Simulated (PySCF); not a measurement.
Molecule: SMILES [SiH2]([SiH2]C(=O)C)C(C)=O. Atoms near the plane z = 0.0 Å, at the GFN2-xTB optimised geometry (x, y, z in Å): C1 (1.9, 1.4, 0.3), C2 (1.2, 0.4, -0.6), Si4 (0.9, -1.4, 0.0), Si5 (-1.5, -1.4, 0.0), C6 (-1.8, 0.5, 0.0), O8 (-1.4, 1.2, 0.9), H9 (1.2, 1.6, 1.1), H10 (2.2, 2.3, -0.2), H11 (2.8, 0.9, 0.7), H12 (1.5, -2.3, -1.0), H17 (-2.8, 2.2, -1.0).

Method: PySCF with CAM-B3LYP/def2-SVP. Cells within 0.4 Å of a nucleus heavier than hydrogen are left out (blank, or x). The values are rescaled to run from 0 to 1.

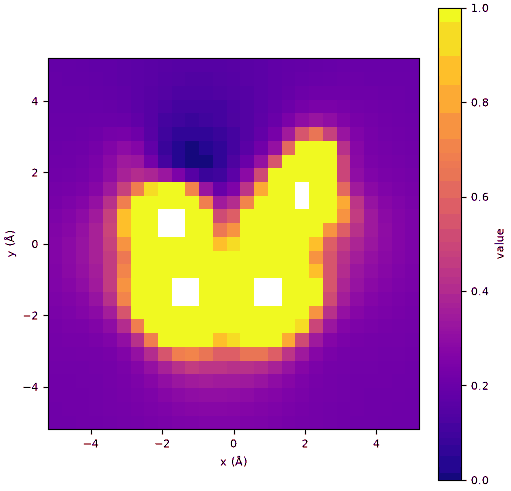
*a field on the plane z = 0.0 Å.*

Which quantity is mapped?
A. electrostatic potential
B. electron localisation function
C. an orbital amplitude
D. Laplacian of the electron density

A, electrostatic potential. In full: electrostatic potential (hartree/e), clipped to [-0.08, 0.12].
